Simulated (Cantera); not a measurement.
A closed system holds: 1 mol SiHCl3, 44 mol NH3, equilibrated at 11.0 Pa.

Equilibrium computed with Cantera from the NASA thermochemical tables; the gas is ideal and each condensed phase is pure. Candidate condensed phases: NH4Cl, Si, Si3N4; 28 gas species. The tables' values for SiCl, SiN are old estimates; treat these amounts as uncertain. Rates play no part.

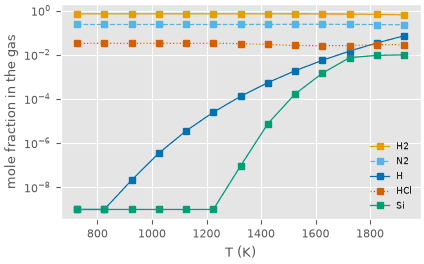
Figure. Equilibrium gas composition (values under 1e-9 drawn at 1e-9)

From 725 K to 1425 K the condensed part is Si3N4(s). From 1525 K to 1625 K the condensed part is Si(s). From 1725 K to 1925 K nothing is condensed. The main Si-bearing gas is SiCl4 at 725 K and Si at 1925 K.
